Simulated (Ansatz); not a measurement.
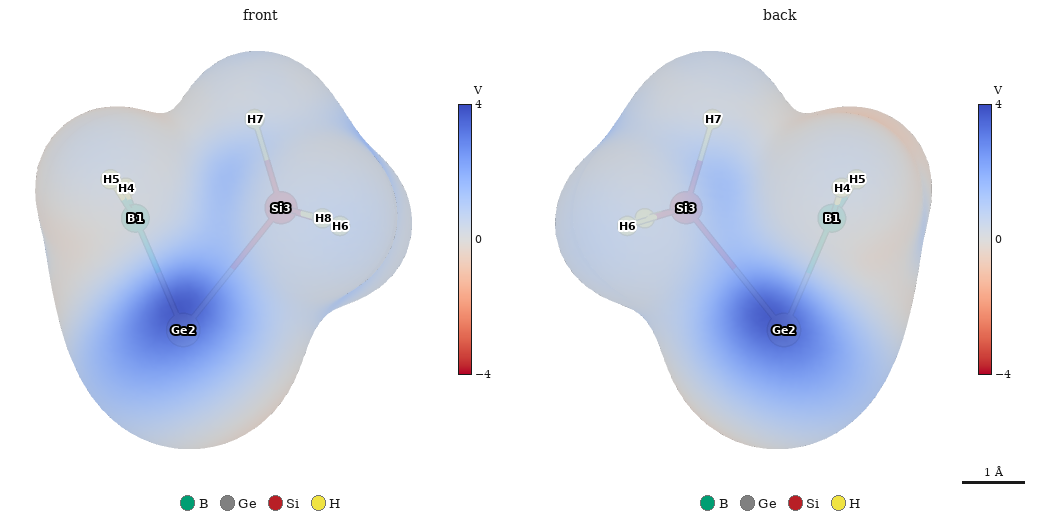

Figure 1: BGeH₅Si. The molecular electrostatic potential painted on the density surface at 0.004 e/bohr³, seen from the front and from behind; the colour scale runs from red (negative) to blue (positive).

Geometry: PBE0-D3(BJ)/def2-SVP.

The calculation used isolated molecule in a Gaussian basis; Kohn-Sham density functional theory, functional PBE0 in Ansatz.

Input file:

```
crystal:
  periodic: [false, false, false]
  atoms:
    - {symbol: B, position_ang: [-0.124477, 0.944329, 1.698116]}
    - {symbol: Ge, position_ang: [0.223644, 0.547341, -0.201659]}
    - {symbol: Si, position_ang: [-1.094440, -1.148209, 1.136190]}
    - {symbol: H, position_ang: [0.677289, 0.615687, 2.551322]}
    - {symbol: H, position_ang: [-1.096440, 1.580219, 2.054855]}
    - {symbol: H, position_ang: [-0.282408, -2.393167, 0.985021]}
    - {symbol: H, position_ang: [-1.443736, -0.996595, 2.585513]}
    - {symbol: H, position_ang: [-2.368231, -1.252559, 0.362170]}
basis:
  gaussian:
    orbitals: def2-TZVPD
hamiltonian:
  xc: pbe0
output:
  forces: true
  orbitals: {seedname: orbitals}
```

Launched as:

```sh
ansatz run input.yaml --threads 2 --pin off --max-ram 4350MiB --events-out events.jsonl --progress --plain --runs-dir runs
```

Describe the electrostatic potential map.

Answer. The most negative region (about −0.6 V) lies over H4, the most positive (about +3.6 V) over Ge2.
